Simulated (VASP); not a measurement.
Band structure of NaF (rock salt). All values below come from r2SCAN+rVV10, VASP's PBE PAW potentials (set 64) (plane waves; VASP).

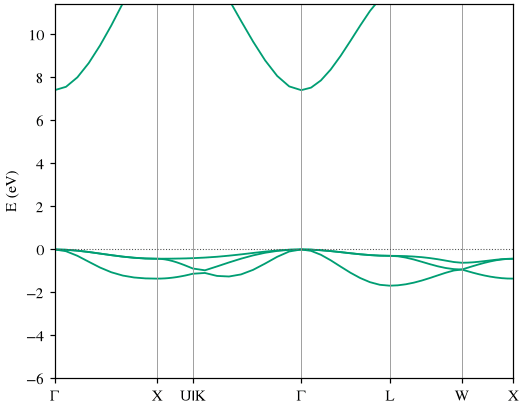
Figure. Bands along high-symmetry lines, zero at the valence-band maximum or, without a gap, the Fermi level

Q: Read the plot: is there a gap, and where are the band edges?

A: The gap is direct, 7.41 eV, from the valence maximum at Γ to the conduction minimum at Γ.

Measured: gap 11.70 eV (computed value off by -4.29 eV), as given by David Koller et al., Journal of Physics Condensed Matter (2013), arXiv:1304.4470.

The compound is NaF in the rock salt structure. It was relaxed first, which changed the volume by -5 %.
